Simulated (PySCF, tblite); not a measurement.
# C₅H₉BN radical: geometry, infrared bands and EPR parameters

What infrared bands and EPR parameters should C₅H₉BN radical (`[H]/[C]=C\CB(C)N=C`) show?

The runs use tblite 0.8.0 and PySCF 2.14.0, with density-fitted response routines of our own; the level of theory stands in each step. All values are computed, except where a source is named. Atoms count from 0, in the outputs and in this text.

### 1 The starting structure

16 atoms, charge 0, multiplicity 2; geometry from: force field or distance geometry start.

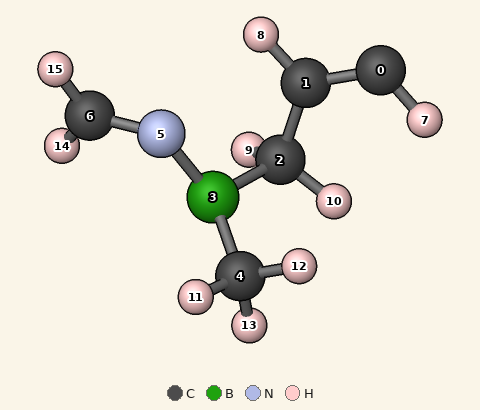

The starting geometry (carbon dark grey, boron green, nitrogen light blue, hydrogen pink), atoms numbered.

### 2 Optimising the geometry with GFN2-xTB

What the job is given:

```
{"job": {"kind": "relax", "xc": "GFN2-xTB", "basis": "xTB"}, "charge": 0, "multiplicity": 2}
C     -2.232300    -1.007800     1.437700
C     -1.223500    -1.181400     0.599000
C     -1.026600    -0.326300    -0.595200
B      0.380400     0.398500    -0.377000
C      0.283500     1.955000    -0.085200
N      1.388300    -0.463600     0.347800
C      2.352800    -1.068200    -0.208600
H     -2.939400    -0.191400     1.206300
H     -0.500900    -1.982500     0.820000
H     -0.892400    -0.916000    -1.515800
H     -1.863200     0.419900    -0.671000
H      1.247200     2.412400     0.171500
H     -0.433600     2.167600     0.750300
H     -0.093900     2.461100    -0.990600
H      2.494100    -0.994800    -1.273900
H      3.051700    -1.673600     0.373300
```

On the command line:

```
$ OMP_NUM_THREADS=1 python probes_run.py task.json out
```

This one command runs all jobs of the session in turn.

What it wrote:

```text
step      E/eV     max force
  0    -524.09553    3.381
  1    -524.49767    2.210
  2    -524.68212    2.343
  3    -524.81358    1.017
  4    -524.87839    0.946
  5    -524.91181    0.935
  6    -524.94945    0.669
  7    -525.01010    0.867
  8    -525.05557    0.973
  9    -525.09814    0.767
 10    -525.14610    0.620
 11    -525.19182    0.583
 12    -525.22258    0.380
 13    -525.23990    0.306
 14    -525.25139    0.245
 15    -525.25973    0.247
 16    -525.26635    0.186
 17    -525.27162    0.158
 18    -525.27544    0.146
 19    -525.27808    0.102
 20    -525.28013    0.109
 21    -525.28201    0.104
 22    -525.28375    0.095
 23    -525.28520    0.109
 24    -525.28646    0.106
 25    -525.28771    0.090
 26    -525.28893    0.081
 27    -525.29007    0.099
 28    -525.29120    0.089
 29    -525.29252    0.117
 30    -525.29407    0.129
 31    -525.29565    0.111
 32    -525.29706    0.119
 33    -525.29846    0.098
 34    -525.29995    0.103
 35    -525.30117    0.071
 36    -525.30183    0.071
 37    -525.30221    0.064
 38    -525.30255    0.054
 39    -525.30293    0.046
 40    -525.30324    0.048
 41    -525.30343    0.034
 42    -525.30355    0.029
 43    -525.30365    0.023
 44    -525.30373    0.020
 45    -525.30378    0.019
 46    -525.30381    0.017
 47    -525.30385    0.017
 48    -525.30392    0.018
 49    -525.30398    0.016
 50    -525.30403    0.017
 51    -525.30407    0.017
 52    -525.30412    0.018
 53    -525.30418    0.018
 54    -525.30424    0.015
 55    -525.30428    0.015
 56    -525.30430    0.013
 57    -525.30433    0.014
 58    -525.30436    0.012
 59    -525.30438    0.012
 60    -525.30439    0.012
 61    -525.30441    0.012
 62    -525.30444    0.016
 63    -525.30449    0.025
 64    -525.30457    0.029
 65    -525.30465    0.021
 66    -525.30470    0.014
 67    -525.30474    0.015
 68    -525.30478    0.020
 69    -525.30481    0.018
 70    -525.30484    0.011
 71    -525.30485    0.009
```

It took 0.38 s on 1 thread of Arm Neoverse V1, shared host.

Along the way: (not every step is listed)

| step | energy from step 0 (eV) | largest force (eV/Å) |
| --- | --- | --- |
| 0 | 0.0000 | 3.3813 |
| 1 | -0.4021 | 2.2099 |
| 2 | -0.5866 | 2.3428 |
| 3 | -0.7180 | 1.0170 |
| 4 | -0.7829 | 0.9464 |
| 5 | -0.8163 | 0.9352 |
| 6 | -0.8539 | 0.6686 |
| 7 | -0.9146 | 0.8671 |
| 8 | -0.9600 | 0.9727 |
| 13 | -1.1444 | 0.3061 |
| 18 | -1.1799 | 0.1463 |
| 23 | -1.1897 | 0.1093 |
| 28 | -1.1957 | 0.0888 |
| 33 | -1.2029 | 0.0984 |
| 38 | -1.2070 | 0.0538 |
| 43 | -1.2081 | 0.0230 |
| 48 | -1.2084 | 0.0181 |
| 53 | -1.2086 | 0.0181 |
| 58 | -1.2088 | 0.0122 |
| 63 | -1.2090 | 0.0255 |
| 66 | -1.2092 | 0.0137 |
| 67 | -1.2092 | 0.0154 |
| 68 | -1.2092 | 0.0198 |
| 69 | -1.2093 | 0.0176 |
| 70 | -1.2093 | 0.0112 |
| 71 | -1.2093 | 0.0094 |

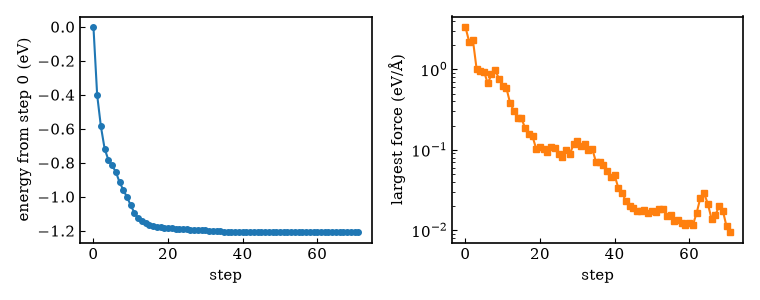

Energy and force, step by step.

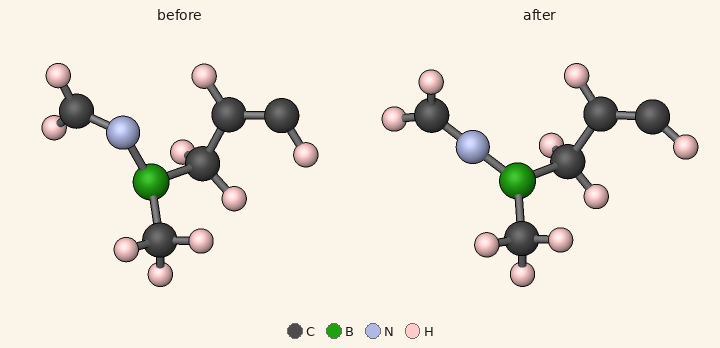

The geometry before (left) and after (right).

Distances of close pairs at the start and the end, largest changes first:

| bond | before (Å) | after (Å) | change (Å) |
| --- | --- | --- | --- |
| B3–N5 | 1.511 | 1.339 | -0.172 |
| C1–C2 | 1.482 | 1.526 | +0.044 |
| C0–H7 | 1.105 | 1.065 | -0.039 |
| C2–H10 | 1.124 | 1.089 | -0.034 |
| C0–C1 | 1.323 | 1.289 | -0.034 |
| C4–H12 | 1.121 | 1.088 | -0.034 |
| N5–C6 | 1.267 | 1.240 | -0.027 |
| C1–H8 | 1.101 | 1.084 | -0.017 |

The final coordinates are the input of the step that follows.

### 3 Infrared spectrum with GFN2-xTB

What the job is given:

```
{"job": {"kind": "ir", "xc": "GFN2-xTB", "basis": "xTB"}, "charge": 0, "multiplicity": 2}
C     -2.414509    -0.985167     1.433544
C     -1.414742    -1.189173     0.645222
C     -1.061131    -0.362497    -0.587807
B      0.330415     0.397157    -0.331339
C      0.352165     1.961193    -0.030715
N      1.466783    -0.311645    -0.348150
C      2.514389    -0.974310    -0.350540
H     -3.219004    -0.294624     1.539346
H     -0.725842    -2.008555     0.818047
H     -0.987336    -1.052307    -1.430335
H     -1.869175     0.339059    -0.791408
H      1.343443     2.335035     0.211161
H     -0.305734     2.193134     0.803596
H     -0.013082     2.521239    -0.889194
H      3.105090    -1.107632    -1.255329
H      2.890671    -1.451963     0.552491
```

What it wrote:

```text
mode    cm-1     km/mol
  1      11.7      0.32
  2      71.5      0.13
  3      89.9      0.83
  4     110.4      2.98
  5     149.4      4.23
  6     196.1      2.66
  7     254.5      0.15
  8     343.9      3.89
  9     402.9      6.65
 10     465.1     10.25
 11     514.5      1.26
 12     587.9      4.48
 13     680.8     17.98
 14     739.5     58.67
 15     841.0     11.16
 16     864.8     18.02
 17     876.0     45.44
 18     923.5     26.12
 19     946.3      7.82
 20     958.8     19.71
 21    1058.1     54.82
 22    1097.4     39.65
 23    1113.1      4.39
 24    1184.3      8.46
 25    1240.6      7.58
 26    1284.6     57.84
 27    1378.4      3.56
 28    1464.6      0.89
 29    1468.8      0.67
 30    1498.1      1.15
 31    1499.0      0.85
 32    1711.9     11.70
 33    1930.8      4.47
 34    2937.7     60.09
 35    2959.3     54.38
 36    2967.0     36.75
 37    2994.6     10.90
 38    3007.3     49.89
 39    3021.2     43.80
 40    3033.3     37.44
 41    3042.5     34.14
 42    3185.4     26.23
```

It took 0.43 s on 1 thread of Arm Neoverse V1, shared host.

Which atoms move in the most intense modes:

```
cm⁻¹  km/mol                                 atoms
 740    58.7                      H7 51 %, C0 20 %
 876    45.4  H12 29 %, C4 14 %, B3 11 %, H13 10 %
1058    54.8            B3 29 %, H9 21 %, H10 17 %
1285    57.8            B3 50 %, H10 13 %, C6 10 %
2938    60.1                    H14 46 %, H15 44 %
2959    54.4                    H15 49 %, H14 47 %
3007    49.9                     H10 80 %, H8 12 %
3021    43.8                    H13 77 %, H12 14 %
```

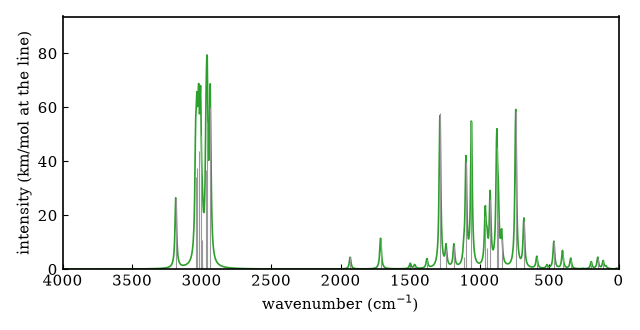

The infrared spectrum from these modes, unscaled. Lines are broadened to a width of 14 cm⁻¹ (Lorentzian).

### 4 g tensor and hyperfine couplings: B3LYP/pcH-1

Same as in step 3 but for these lines:

```diff
@@ -1,2 +1,2 @@
-{"job": {"kind": "ir", "xc": "GFN2-xTB", "basis": "xTB"}, "charge": 0, "multiplicity": 2}
+{"job": {"kind": "epr", "basis": "pcH-1"}, "charge": 0, "multiplicity": 2}
 C     -2.414509    -0.985167     1.433544
```

Method: UKS B3LYP, pcH-1 on B C H N, non-relativistic, mean-field spin-orbit, GIAO.

What it wrote:

```text
UKS, coarse grid
  cycle   1  E = -275.40564777  |g| = 4.10e-01
  cycle   2  E = -275.29114009  |g| = 6.36e-01
  cycle   3  E = -275.49097522  |g| = 1.24e-01
  cycle   4  E = -275.49765473  |g| = 3.69e-02
  cycle   5  E = -275.49827226  |g| = 1.37e-02
  cycle   6  E = -275.49837971  |g| = 4.42e-03
  cycle   7  E = -275.49840256  |g| = 1.93e-03
  cycle   8  E = -275.49841090  |g| = 1.23e-03
  cycle   9  E = -275.49841426  |g| = 7.22e-04
UKS, final grid
  cycle   1  E = -275.49841687  |g| = 1.18e-03
  cycle   2  E = -275.49841525  |g| = 2.21e-03
  cycle   3  E = -275.49841770  |g| = 1.29e-04
  cycle   4  E = -275.49841773  |g| = 1.01e-04
  cycle   5  E = -275.49841776  |g| = 4.00e-05
  cycle   6  E = -275.49841776  |g| = 1.39e-05
E = -275.49841776 Eh   <S^2> = 0.7588 (exact 0.7500)
g shifts (ppm)      1          2          3
  rmc          -146       -146       -146
  gc             32          6        -40
  oz_so        -521         30        540
  total        -636       -111        353
hyperfine (MHz)  atom isotope    a_iso     a_fc   dipolar eigenvalues
    0   13C     310.40     310.40    -81.03    -59.43    140.46
    1   13C     -14.82     -14.82    -18.97      2.07     16.91
    2   13C      74.92      74.92     -8.77     -7.75     16.52
    3   11B      -4.12      -4.12     -0.69      0.15      0.54
    4   13C       0.64       0.64     -0.26     -0.18      0.44
    5   14N       0.44       0.44     -0.29     -0.06      0.36
    6   13C      -0.14      -0.14     -0.32     -0.05      0.37
    7    1H      40.98      40.98    -32.20     -6.89     39.09
    8    1H     109.35     109.35     -6.43     -5.36     11.80
    9    1H      -8.97      -8.97     -4.50     -1.42      5.92
   10    1H      -5.17      -5.17     -6.36     -1.39      7.76
   11    1H       0.37       0.37     -0.54     -0.48      1.02
   12    1H      -0.10      -0.10     -1.21     -0.99      2.19
   13    1H       0.37       0.37     -0.70     -0.61      1.31
   14    1H       0.74       0.74     -0.40     -0.31      0.71
   15    1H       1.11       1.11     -0.57     -0.34      0.92
```

Run time: 58 s. Hardware: 1 thread of Arm Neoverse V1, shared host; peak memory 0.96 GiB.

Principal g values 2.00168, 2.00221, 2.00267; g(iso) = 2.00219, against 2.00232 for a free electron.

Mean a(iso) over the nuclei that a row names, and the largest dipolar term of the row (other rows stand at the frozen geometry):

| nuclei | isotope | a(iso) (MHz) | a(iso) (G, at g = 2.0023) | largest dipolar term (MHz) |
| --- | --- | --- | --- | --- |
| C0 | 13C | 310.4 | 110.8 | 140.5 |
| H8 | 1H | 109.3 | 39.0 | 11.8 |
| C2 | 13C | 74.9 | 26.7 | 16.5 |
| H7 | 1H | 41.0 | 14.6 | 39.1 |
| C1 | 13C | -14.8 | -5.3 | -19.0 |
| H9, H10 | 1H | -7.1 | -2.5 | 7.8 |
| B3 | 11B | -4.1 | -1.5 | -0.7 |
| H14, H15 | 1H | 0.9 | 0.3 | 0.9 |
| C4 | 13C | 0.6 | 0.2 | 0.4 |
| N5 | 14N | 0.4 | 0.2 | 0.4 |
| H11, H12, H13 | 1H | 0.2 | 0.1 | 2.2 |
| C6 | 13C | -0.1 | -0.1 | 0.4 |

Mulliken spin populations:

C0 1.03; C1 -0.16; C2 0.08; B3 0.00; C4 0.00; N5 0.00; C6 0.00; H7 0.01; H8 0.05; H9 0.00; H10 0.00; H11 0.00; H12 0.00; H13 0.00; H14 0.00; H15 0.00

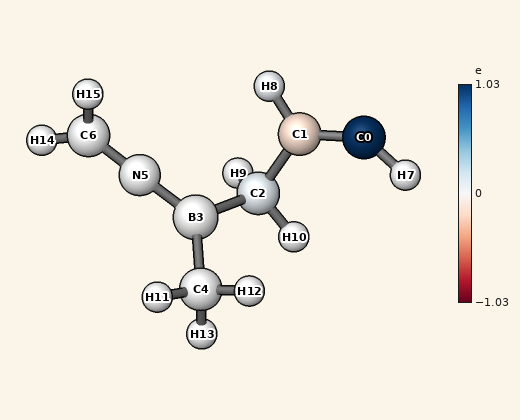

Mulliken spin populations, as colours on the atoms.

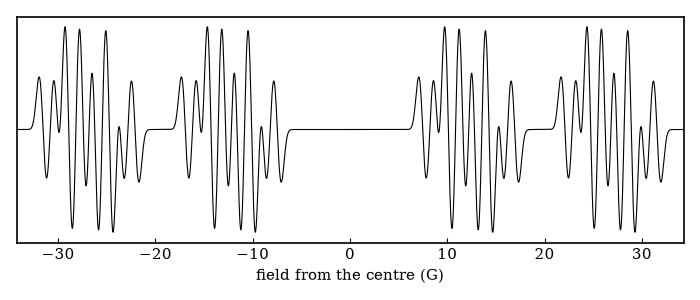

First-order isotropic spectrum (first derivative, main isotopes with spin only, couplings over 0.8 MHz, Gaussian width 0.3 G; couplings of the frozen geometry, rotation of groups not averaged beyond the rows shown).

Orbitals, density, ELF and potential are computed afterwards from the orbital file.

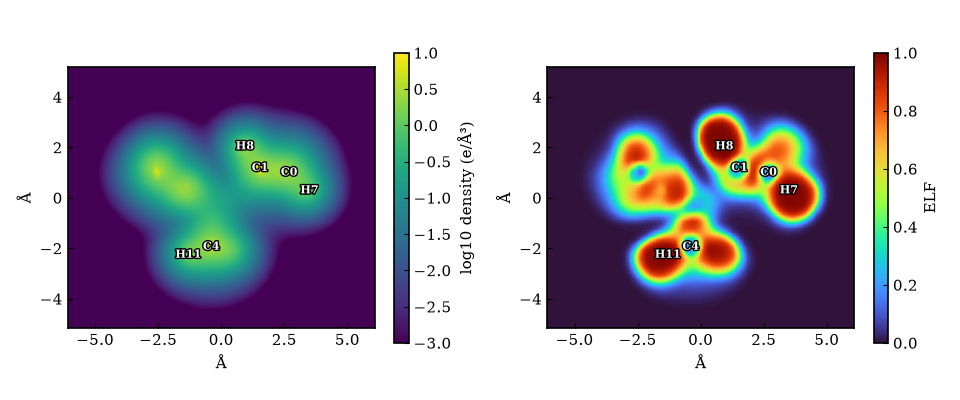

Density (left) and ELF (right) in a plane through or near 6 of the atoms.

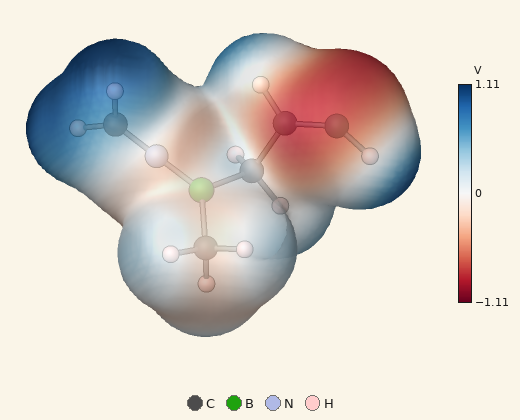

Electrostatic potential on the surface of density 0.002 e/bohr³; red is low, blue high. It runs from -0.91 V near C0 to 1.11 V near H14.

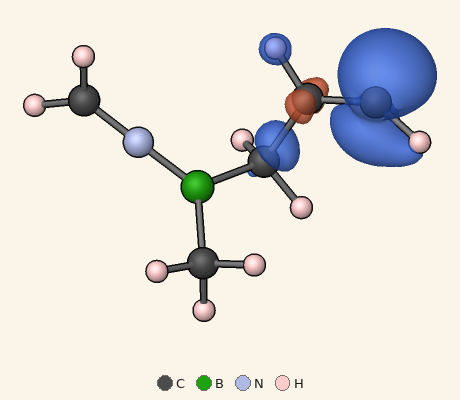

Spin density at ±0.05 e/Å³ (alpha excess blue, beta excess red).

### 5 Results

| quantity | value |
| --- | --- |
| strongest single infrared mode (GFN2-xTB) | 2938 cm⁻¹, 60 km/mol |
| zero-point energy (GFN2-xTB) | 78.8 kcal/mol |
| g(iso) (B3LYP) | 2.00219 |
| ⟨S²⟩ | 0.759 (exact 0.75) |
| largest a(iso) (averaged by class) | 13C on C0, 310.4 MHz |
| potential on the surface of density 0.002 e/bohr³, 1st and 99th percentile | -0.91 V and 1.11 V |

What this shows: Over 71 steps the energy fell by 1.209 eV; of the close pairs, B3–N5 changed most, 1.511 to 1.339 Å. No mode is imaginary among the 42: a minimum at this level. The strongest single mode, at 2938 cm⁻¹, moves mainly H14 and H15. GFN2-xTB is a fitted tight-binding method: band positions and strengths are rough. Its intensities can rank the bands wrongly. C0 carries the largest spin population, 1.03 e. The isotropic g lies 0.1 ppt below the free-electron value. These values are for one conformer; the search (at its own cheap level) found 2 more, at 0.14, 0.39 kcal/mol, and measured spectra average over such forms.
